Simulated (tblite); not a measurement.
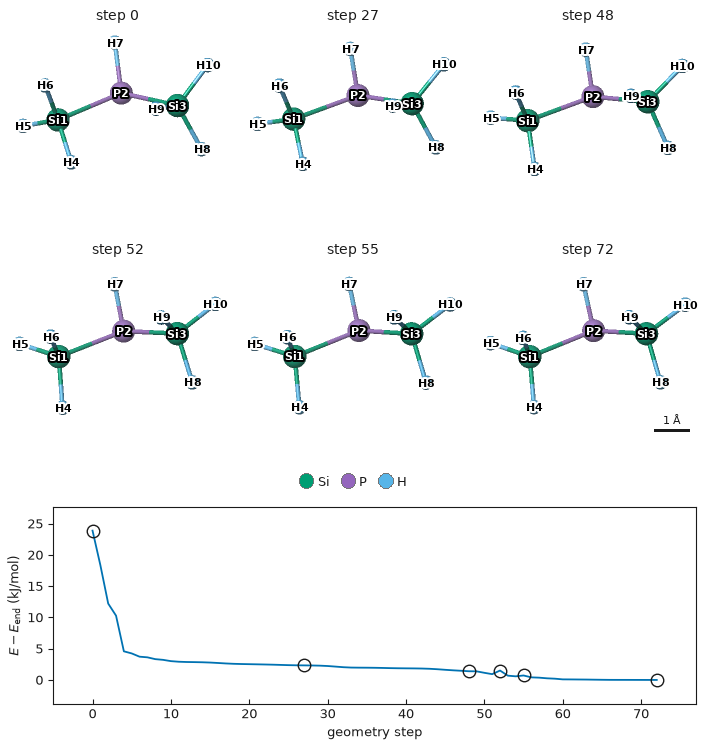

Frames of a relaxation of Si$_{2}$PH$_{7}$, marked on the history of the run. Style: ball-and-stick. Shown at a tilt.

Theory: GFN2-xTB geometry optimisation, gas phase (tblite 0.8.0). 

Q: What happens along the run?

A: The largest move after the best rigid fit is that of H4, 0.75 Å. By element the largest moves are H 0.75 Å, Si 0.18 Å, P 0.14 Å. Among the contacts that change: P2–H7 1.468 → 1.379 Å, Si1–H4 1.445 → 1.461 Å, Si3–H9 1.479 → 1.466 Å, Si1–P2 2.216 → 2.229 Å. Bond angles that change, for instance: Si3–P2–H7 106.2° → 95.6°, Si1–P2–H7 105.1° → 95.7°, P2–Si1–H6 106.2° → 113.4°. Groups turn about Si1–P2 by about 25°, P2–Si3 by about 25°. The energy falls by 23.9 kJ/mol in 72 geometry steps. The run took 0.32 s on 1 thread of Arm Neoverse V1, with other jobs on the host. From step 0 to 27: H7 moves most (0.28 Å), energy −21.5 kJ/mol. From step 27 to 48: H atoms move most (0.30 Å), energy −0.94 kJ/mol. From step 48 to 52: H4 moves most (0.38 Å), energy +0.11 kJ/mol. From step 52 to 55: H9 moves most (0.07 Å), energy −0.79 kJ/mol. From step 55 to 72: H5 moves most (0.04 Å), energy −0.71 kJ/mol.

```json
{"step": "0", "E − E(0), kJ/mol": "0.00"}
{"step": "1", "E − E(0), kJ/mol": "-5.52"}
{"step": "2", "E − E(0), kJ/mol": "-11.66"}
{"step": "3", "E − E(0), kJ/mol": "-13.60"}
{"step": "4", "E − E(0), kJ/mol": "-19.30"}
{"step": "5", "E − E(0), kJ/mol": "-19.64"}
{"step": "6", "E − E(0), kJ/mol": "-20.16"}
{"step": "7", "E − E(0), kJ/mol": "-20.26"}
{"step": "8", "E − E(0), kJ/mol": "-20.55"}
{"step": "9", "E − E(0), kJ/mol": "-20.66"}
{"step": "10", "E − E(0), kJ/mol": "-20.87"}
{"step": "13", "E − E(0), kJ/mol": "-21.03"}
{"step": "17", "E − E(0), kJ/mol": "-21.24"}
{"step": "20", "E − E(0), kJ/mol": "-21.36"}
{"step": "23", "E − E(0), kJ/mol": "-21.44"}
{"step": "26", "E − E(0), kJ/mol": "-21.54"}
{"step": "30", "E − E(0), kJ/mol": "-21.65"}
{"step": "33", "E − E(0), kJ/mol": "-21.90"}
{"step": "36", "E − E(0), kJ/mol": "-21.93"}
{"step": "39", "E − E(0), kJ/mol": "-22.01"}
{"step": "43", "E − E(0), kJ/mol": "-22.09"}
{"step": "46", "E − E(0), kJ/mol": "-22.34"}
{"step": "49", "E − E(0), kJ/mol": "-22.50"}
{"step": "52", "E − E(0), kJ/mol": "-22.37"}
{"step": "56", "E − E(0), kJ/mol": "-23.46"}
{"step": "59", "E − E(0), kJ/mol": "-23.68"}
{"step": "62", "E − E(0), kJ/mol": "-23.80"}
{"step": "65", "E − E(0), kJ/mol": "-23.85"}
{"step": "69", "E − E(0), kJ/mol": "-23.87"}
{"step": "72", "E − E(0), kJ/mol": "-23.88"}
```
